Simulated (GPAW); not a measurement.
# Polarising MoGe2N4 monolayer with a field along the normal

The dipole of the cell at several fields, atoms fixed. What does the strongest field give, and what length does the slope stand for?

**Method.** GPAW 26.7.0, plane waves (500 eV), PAW setups, PBE, 12×12 mesh, a dipole layer in the vacuum; geometry relaxed without an applied field with GPAW. The cell's area is 7.70 Å², and e/ε0 = 180.95 V Å.

The runs, one held back:

```
field (V/Å)  dipole (e Å)
       −0.2       −0.0718
       −0.1       −0.0359
      −0.05       −0.0180
       0.05        0.0179
        0.1        0.0359
        0.2        0.0718
        0.3             ?
```

To predict: What is the dipole at 0.3 V/Å?

A: A line through the 6 points has the slope α = 0.359 e Å per V/Å and the intercept p₀ = −0.0000 e Å (r.m.s. residual 2.4e−05). At 0.3 V/Å it gives p = −0.0000 + 0.359 × 0.3 = 0.1077 e Å; the run gives 0.1077 e Å, so the response stays linear to 0.0 % of the induced part. Dividing by ε0 and the area: α/(ε0 A) = 0.359 × 180.95 / 7.70 = 8.43 Å, against 7.57 Å between the outer nuclei. For a gapped layer this length is t(1 − 1/ε), so it fixes ε only once a thickness t is chosen.

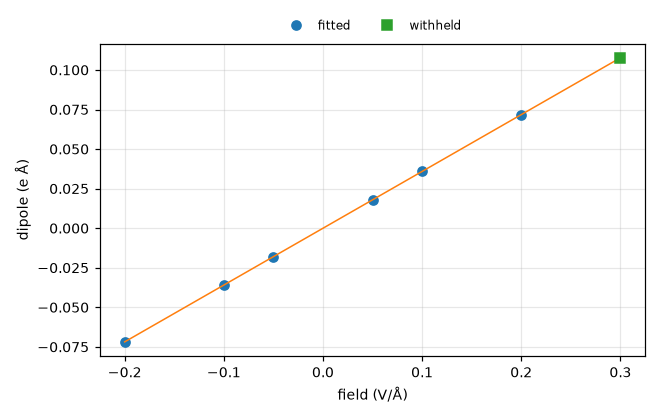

The line and the withheld run.

**Limits.** This is the electronic response alone; ions that move would add to it in polar layers. No run was spin-polarised, so magnetic states weren't tested.

[Logs are printed without paths, hosts, clocks, repeated set-up lines and the standing remarks that a program may print on its own settings, such as how far it seeks lower states.]
